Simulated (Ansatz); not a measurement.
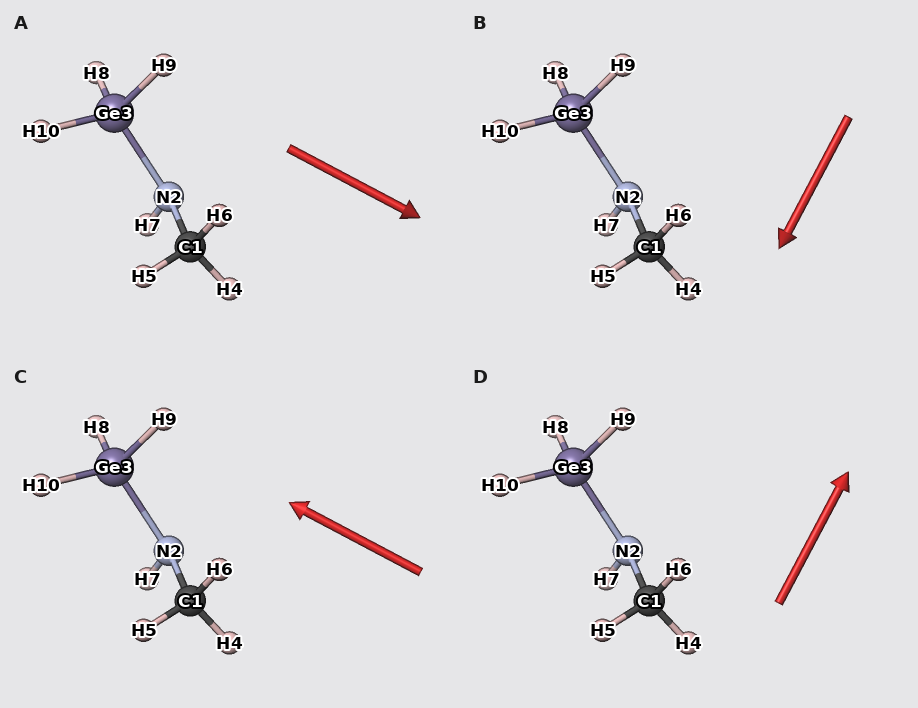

The same molecule four times, each with an arrow. The geometry was computed by an optimisation with PBE0-D4/def2-TZVP. No frequency run is at hand to confirm it as a minimum. Properties computed with RKS PBE0-D4/def2-TZVP (Ansatz 0.2.0).

### Which arrow points along the dipole moment, from the negative to the positive end?

B. The dipole moment is 0.89 D; it points from the side of H9 to the side of H5 (the outermost atoms at the two ends).
